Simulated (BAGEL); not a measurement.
# singlet GeNH3Cl+, step by step

Wanted: a single-point energy (singlet GeNH3Cl+, HF/def2-SVP), then the energy (doublet GeNH3Cl, NEVPT2(3,3)/def2-SVP), then a single-point energy (doublet GeNH3Cl, CASPT2(3,3)/def2-SVP) of ClGeH3N. 

The calculation is run with BAGEL 1.2.2.

### Step 1. Starting point

GeNH3Cl+: 6 atoms, total charge +1, spin state singlet. SMILES of the parent species: `[NH2][GeH][Cl]`. One bond was lengthened or shortened from a relaxed shape. That shape belongs to the parent species and isn't relaxed for this state.

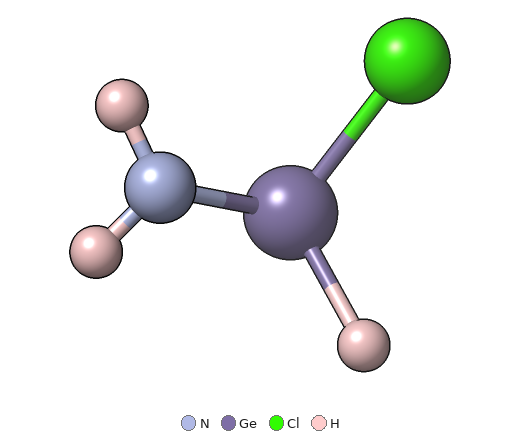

The structure, seen from a chosen angle (nitrogen light blue, germanium purple, chlorine green, hydrogen pink).

### Step 2. A single-point energy at HF/def2-SVP (density fitting with svp-jkfit) (run 1)

File calc.json:

```json
{ "bagel": [

{
  "title": "molecule",
  "basis": "svp",
  "df_basis": "svp-jkfit",
  "geometry": [
    { "atom": "N", "xyz": [ -1.11770686,  0.28325294, -1.62890046 ] },
    { "atom": "Ge", "xyz": [ -0.13183674, -0.60283964,  1.57683094 ] },
    { "atom": "Cl", "xyz": [  2.07460748, -4.01549605,  1.03863694 ] },
    { "atom": "H", "xyz": [ -2.13475746,  1.89575624, -1.76703944 ] },
    { "atom": "H", "xyz": [ -1.95372170, -1.10040453, -2.64727386 ] },
    { "atom": "H", "xyz": [  1.97136229,  1.83133359,  2.64429377 ] }
  ]
},
{ "title": "hf", "charge": 1 },
{ "title": "print", "file": "orbitals.molden", "orbitals": true }

]}
```

Started as:

```console
$ BAGEL_NUM_THREADS=1 BAGEL calc.json > calc.out
```

Output:

```text
* using 1 threads per process

  ===============================================================
  ===============================================================

  *** Geometry ***

  { "atom" : "N", "xyz" : [     -1.117707,      0.283253,     -1.628900 ] },
  { "atom" : "Ge", "xyz" : [     -0.131837,     -0.602840,      1.576831 ] },
  { "atom" : "Cl", "xyz" : [      2.074607,     -4.015496,      1.038637 ] },
  { "atom" : "H", "xyz" : [     -2.134757,      1.895756,     -1.767039 ] },
  { "atom" : "H", "xyz" : [     -1.953722,     -1.100405,     -2.647274 ] },
  { "atom" : "H", "xyz" : [      1.971362,      1.831334,      2.644294 ] },

  Number of auxiliary basis functions:      525

  Since a DF basis is specified, we compute 2- and 3-index integrals:
    o Being stored without compression. Storage requirement is 0.026 GB

  Number of basis functions:       79
  Number of electrons      :       59

    * METHOD: MOLECULE                             0.27

  *** RHF ***

  === Nuclear Repulsion ===
   257.3977973023

      * DIIS with orbital gradients will be used.

  === RHF iteration (svp) ===
      0      -2590.14706134          0.01744706           0.08
      1      -2590.22986287          0.01518171           0.08
      2      -2590.31584626          0.00139165           0.08
      3      -2590.31762511          0.00058299           0.08
      4      -2590.31791234          0.00016948           0.08
      5      -2590.31796015          0.00007927           0.08
      6      -2590.31796913          0.00003905           0.08
      7      -2590.31797135          0.00000900           0.08
      8      -2590.31797152          0.00000303           0.08
      9      -2590.31797154          0.00000174           0.08
     10      -2590.31797154          0.00000070           0.08
     11      -2590.31797155          0.00000037           0.08
     12      -2590.31797155          0.00000012           0.08
     13      -2590.31797155          0.00000006           0.08
     14      -2590.31797155          0.00000002           0.08
     15      -2590.31797155          0.00000001           0.08
     16      -2590.31797155          0.00000000           0.08
    * SCF iteration converged.

    * Permanent dipole moment:
           (    1.418948,    -1.266443,    -0.259537) a.u.

    * METHOD: HF                                   1.53

    * METHOD: PRINT                                0.02

  ===============================================================
```

Wall time 1.9 s (1 thread of Arm Neoverse V1, shared host); peak memory 0.14 GiB.

### Step 3. Doublet neutral GeNH3Cl: a single-point energy at NEVPT2(3,3)/def2-SVP (density fitting with svp-jkfit) (run 2)

File calc.json:

```json
{ "bagel" : [

{
  "title" : "molecule",
  "basis" : "svp",
  "df_basis" : "svp-jkfit",
  "angstrom" : "false",
  "geometry" : [
    { "atom" : "N", "xyz" : [ -1.11770686,  0.28325294, -1.62890046 ] },
    { "atom" : "Ge", "xyz" : [ -0.13183674, -0.60283964,  1.57683094 ] },
    { "atom" : "Cl", "xyz" : [  2.07460748, -4.01549605,  1.03863694 ] },
    { "atom" : "H", "xyz" : [ -2.13475746,  1.89575624, -1.76703944 ] },
    { "atom" : "H", "xyz" : [ -1.95372170, -1.10040453, -2.64727386 ] },
    { "atom" : "H", "xyz" : [  1.97136229,  1.83133359,  2.64429377 ] }
  ]
},
{
  "title" : "hf",
  "charge" : 1
},
{
  "title" : "casscf",
  "nstate" : 1,
  "nact" : 3,
  "nclosed" : 28,
  "nspin" : 1,
  "active" : [26, 30, 32],
  "maxiter" : 200,
  "natocc" : "true"
},
{
  "title" : "nevpt2",
  "nstate" : 1,
  "nact" : 3,
  "nclosed" : 28,
  "nspin" : 1,
  "active" : [26, 30, 32],
  "maxiter" : 200,
  "natocc" : "true",
  "ncore" : 15
},
{
  "title" : "print",
  "file" : "orbitals.molden",
  "orbitals" : "true"
}

]}
```

Started as:

```console
$ BAGEL_NUM_THREADS=1 BAGEL calc.json > calc.out
```

Output:

```text
* using 1 threads per process

  ===============================================================
  ===============================================================

  *** Geometry ***

  { "atom" : "N", "xyz" : [     -1.117707,      0.283253,     -1.628900 ] },
  { "atom" : "Ge", "xyz" : [     -0.131837,     -0.602840,      1.576831 ] },
  { "atom" : "Cl", "xyz" : [      2.074607,     -4.015496,      1.038637 ] },
  { "atom" : "H", "xyz" : [     -2.134757,      1.895756,     -1.767039 ] },
  { "atom" : "H", "xyz" : [     -1.953722,     -1.100405,     -2.647274 ] },
  { "atom" : "H", "xyz" : [      1.971362,      1.831334,      2.644294 ] },

  Number of auxiliary basis functions:      525

  Since a DF basis is specified, we compute 2- and 3-index integrals:
    o Being stored without compression. Storage requirement is 0.026 GB

  Number of basis functions:       79
  Number of electrons      :       59

    * METHOD: MOLECULE                             0.27

  *** RHF ***

  === Nuclear Repulsion ===
   257.3977973023

      * DIIS with orbital gradients will be used.

  === RHF iteration (svp) ===
      0      -2590.14706134          0.01744706           0.08
      1      -2590.22986287          0.01518171           0.08
      2      -2590.31584626          0.00139165           0.08
[... 13 lines of this table left out ...]
     16      -2590.31797155          0.00000000           0.08
    * SCF iteration converged.

    * Permanent dipole moment:
           (    1.418948,    -1.266443,    -0.259537) a.u.

    * METHOD: HF                                   1.54

  ---------------------------
      CASSCF calculation
  ---------------------------

    ==== Active orbitals : =====
         Orbital 26
         Orbital 30
         Orbital 32
    ============================

    * nstate   :      1
    * nclosed  :     28
    * nact     :      3
    * nvirt    :     48
  === CASSCF iteration (svp) ===

    * Using the second-order algorithm

      0  0     -2590.59520499     1.08e-02      0.03

      1  0     -2590.62159502     7.34e-04      0.47
[... 19 lines of this table left out ...]
     11  0     -2590.63849855     6.91e-09      0.38

    * Second-order optimization converged. *

     guess   0:   closed 1..                  open .1.

  === FCI iteration ===

      0  0     -2590.61815022     4.58e-02      0.00
      1  0     -2590.63821443     4.75e-03      0.00
      2  0     -2590.63849632     4.49e-04      0.00
[... 4 lines of this table left out ...]
      7  0 *   -2590.63849855     2.12e-15      0.00

     * ci vector, state   0, <S^2> = 0.7500
       2a.     0.9888223776
       .a2     0.1083827596
       .2a     0.0623006283
       aba    -0.0530814448

    * METHOD: CASSCF                               4.80

    * freezing 15 orbitals

  === DF-NEVPT2 calculation ===

    * 3-index integral transformation done
    * assembly done

      NEVPT2 correlation energy:   -0.5007878681      0.15

          (+0)     -0.4303936877
          (+0)'    -0.0086894608
          (+1)     -0.0188207144
          (+1)'    -0.0004284405
          (+2)     -0.0004627971
          (-1)     -0.0297982607
          (-1)'    -0.0020386604
          (-2)     -0.0101558465

      NEVPT2 total energy:       -2591.1392864135

    * METHOD: NEVPT2                               0.30

    * METHOD: PRINT                                0.02

  ===============================================================
```

Run time: 7.2 s. Hardware: 1 thread of Arm Neoverse V1, shared host; peak memory 0.14 GiB.

### Step 4. Doublet neutral GeNH3Cl: the energy at CASPT2(3,3)/def2-SVP (density fitting with svp-jkfit) (run 3)

File job.json:

```json
{ "bagel" : [

{
  "title" : "molecule",
  "basis" : "svp",
  "df_basis" : "svp-jkfit",
  "angstrom" : false,
  "geometry" : [
    { "atom" : "N", "xyz" : [    -1.11770686,     0.28325294,    -1.62890046 ] },
    { "atom" : "Ge", "xyz" : [    -0.13183674,    -0.60283964,     1.57683094 ] },
    { "atom" : "Cl", "xyz" : [     2.07460748,    -4.01549605,     1.03863694 ] },
    { "atom" : "H", "xyz" : [    -2.13475746,     1.89575624,    -1.76703944 ] },
    { "atom" : "H", "xyz" : [    -1.95372170,    -1.10040453,    -2.64727386 ] },
    { "atom" : "H", "xyz" : [     1.97136229,     1.83133359,     2.64429377 ] }
  ]
},

{ "title" : "hf", "charge" : 1 },

{ "title" : "casscf", "nstate" : 1, "nact" : 3, "nclosed" : 28, "nspin" : 1, "active" : [26, 30, 32], "maxiter" : 200, "natocc" : true },

{ "title" : "print", "file" : "orbitals.molden", "orbitals" : true },

{ "title" : "smith", "method" : "caspt2", "ms" : true, "xms" : true, "sssr" : true, "shift" : 0.2, "shift_imag" : true, "ncore" : 15 }

]}
```

Started as:

```console
$ BAGEL_NUM_THREADS=1 BAGEL job.json > job.out
```

Output:

```text
* using 1 threads per process

  ===============================================================
  ===============================================================

  *** Geometry ***

  { "atom" : "N", "xyz" : [     -1.117707,      0.283253,     -1.628900 ] },
  { "atom" : "Ge", "xyz" : [     -0.131837,     -0.602840,      1.576831 ] },
  { "atom" : "Cl", "xyz" : [      2.074607,     -4.015496,      1.038637 ] },
  { "atom" : "H", "xyz" : [     -2.134757,      1.895756,     -1.767039 ] },
  { "atom" : "H", "xyz" : [     -1.953722,     -1.100405,     -2.647274 ] },
  { "atom" : "H", "xyz" : [      1.971362,      1.831334,      2.644294 ] },

  Number of auxiliary basis functions:      525

  Since a DF basis is specified, we compute 2- and 3-index integrals:
    o Being stored without compression. Storage requirement is 0.026 GB

  Number of basis functions:       79
  Number of electrons      :       59

    * METHOD: MOLECULE                             0.26

  *** RHF ***

  === Nuclear Repulsion ===
   257.3977973023

[... 8 lines left out ...]
    * SCF iteration converged.
[... 1 line left out ...]
    * Permanent dipole moment:
[... 28 lines left out ...]
    * Second-order optimization converged. *
[... 11 lines left out ...]
     * ci vector, state   0, <S^2> = 0.7500
[... 18 lines left out ...]
    * Zeroth order energy : state  0       -1.0979907411
[... 3 lines left out ...]
      -------------------------------------------  CASPT2 iteration  ---------------------------------------------------
       #      aibj      arbs      arbi      airj      risj      airs      arst      rist         Etot      error   time
      ------------------------------------------------------------------------------------------------------------------

       0  -0.43011  -0.01246  -0.03163  -0.02093  -0.00069  -0.00826  -0.00197  -0.00040   -0.5064556  0.0011319   0.08
       1  -0.43030  -0.01253  -0.03168  -0.02110  -0.00073  -0.00838  -0.00201  -0.00043   -0.5071498  0.0001919   0.07
       2  -0.43031  -0.01253  -0.03169  -0.02110  -0.00073  -0.00838  -0.00201  -0.00043   -0.5071712  0.0000405   0.07
       3  -0.43031  -0.01253  -0.03169  -0.02110  -0.00073  -0.00838  -0.00201  -0.00043   -0.5071721  0.0000084   0.07
       4  -0.43031  -0.01253  -0.03169  -0.02110  -0.00073  -0.00838  -0.00201  -0.00043   -0.5071721  0.0000016   0.07
       5  -0.43031  -0.01253  -0.03169  -0.02110  -0.00073  -0.00838  -0.00201  -0.00043   -0.5071721  0.0000003   0.07

      ------------------------------------------------------------------------------------------------------------------

    * CASPT2 energy : state  0    -2591.1481065794
        w/o shift correction      -2591.1456706479
        reference weight              0.8663285202

    * METHOD: SMITH                                0.67

  ===============================================================
```

It took 7.5 s on 1 thread of Arm Neoverse V1, shared host; peak memory 0.18 GiB.

### Step 5. Summary of results

```
                                    quantity           value
            run 1, HF/def2-SVP: total energy  -2590.31797 Eh
             run 1, HF/def2-SVP: HOMO energy       -17.51 eV
             run 1, HF/def2-SVP: LUMO energy        -7.41 eV
           run 1, HF/def2-SVP: HOMO–LUMO gap        10.10 eV
doublet neutral GeNH3Cl, run 2: total energy  -2591.13929 Eh
doublet neutral GeNH3Cl, run 3: total energy  -2591.14811 Eh
```
